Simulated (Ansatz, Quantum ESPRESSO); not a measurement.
# Ta (Im-3m): phonons and their coupling to the electrons, part 4 of 4

How strong is the electron-phonon coupling in Ta (Im-3m)?

Quantum ESPRESSO 7.5; DFT PBE, scalar-relativistic, plane waves, PseudoDojo norm-conserving pseudopotentials.

So far, electron-phonon coupling constant: step 10 (density of states) 1.08. Also logarithmic mean frequency weighted by the coupling (K): step 10 131.

**11. Cross-check with Ansatz (continued)**

The alpha^2 F has structure finer than the step of the table below, so its rows give means over 1 meV, whole bins alone (the curve runs from 0.039 to 19.9 meV). Peaks (meV: height): 11.2: 0.981, 16.2: 1.49, 17.2: 2.63.

Table of alpha^2 F by phonon energy; means over each step:

| phonon energy (meV) | alpha^2 F |
| --- | --- |
| 1 | 7.7e-4 |
| 2 | 0.00400 |
| 3 | 0.0110 |
| 4 | 0.0244 |
| 5 | 0.0482 |
| 6 | 0.0870 |
| 7 | 0.133 |
| 8 | 0.158 |
| 9 | 0.186 |
| 10 | 0.327 |
| 11 | 0.770 |
| 12 | 0.466 |
| 13 | 0.404 |
| 14 | 0.454 |
| 15 | 0.441 |
| 16 | 0.824 |
| 17 | 1.38 |
| 18 | 0.289 |
| 19 | 0.138 |

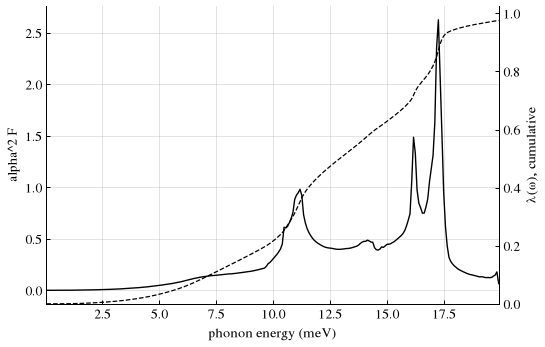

Alpha^2 F against phonon energy. The dashed line is the running λ.

**12. The two compared: QE PseudoDojo and Ansatz, PseudoDojo**

Worked out from the results:

| Property | Result |
| --- | --- |
| root-mean-square difference | 0.01 cm⁻¹ |
| largest difference | 0.02 cm⁻¹ |
| root-mean-square difference on the path | 0 cm⁻¹ |
| largest difference on the path | 0.1 cm⁻¹ |

The two runs side by side. Further quantities:

| quantity | QE PseudoDojo | Ansatz, PseudoDojo |
| --- | --- | --- |
| λ | 1.084 | 0.976 |
| ω_log (K) | 131.3 | 138.4 |

The interpolated bands of the two lie on top of each other.

At the solved wavevectors the largest difference (acoustic modes at Γ apart) is 0.01 % of the highest mode; λ differs by 11 %.

**13. Results**

| Property | Result |
| --- | --- |
| space group after relaxation | Im-3m |
| volume per atom | 18.2 Å³ |
| q mesh | 4×4×4 |
| lowest mode on the q mesh (acoustic ones at the zone centre apart) | 56.3 cm⁻¹ |
| zero-point energy per atom | 20.2 meV |
| heat capacity at 300 K | 24.3 J/(mol atoms K) |
| vibrational entropy at 300 K | 42.8 J/(mol atoms K) |
| coupling constant for broadenings of 0.01 to 0.04 Ry | 0.99 to 1.1 |
| logarithmic mean frequency over the same range | 129 to 131 K |
| imaginary modes on the q mesh | none |
| largest difference from Ansatz, PseudoDojo | 0.02 cm⁻¹ |

What this shows: λ is about 1.1 and holds within 15 % over the middle broadenings, a strong coupling. λ is 1.1 by Gaussian broadening on the dense mesh and 0.98 by Ansatz's sums without a broadening; neither is converged in the meshes. Ta (Im-3m) is dynamically stable on the 4×4×4 mesh; its spectrum reaches 160 cm⁻¹. QE PseudoDojo and Ansatz, PseudoDojo agree to 0.02 cm⁻¹ (0.01 % of the highest mode compared) on all solved modes but the acoustic ones at Γ. These are harmonic frequencies at zero temperature: anharmonic shifts and linewidths and thermal expansion are left out. Spin-orbit coupling is left out, which can matter for the heavy elements here. In a metal the frequencies hang on the k mesh and the smearing, most of all near Kohn anomalies. The relaxation ran at 50 Ry, under the 58 Ry recommended for these files; the stress of so short a basis can leave the cell about one per cent too small. Ansatz warns that the cutoff lies 14 % under the one recommended for these files; agreement at one cutoff is not convergence.

[Hosts, paths, dates, database ids (printed as entryN), source tags and the programs' standing remarks are cut or masked in the printed files.]
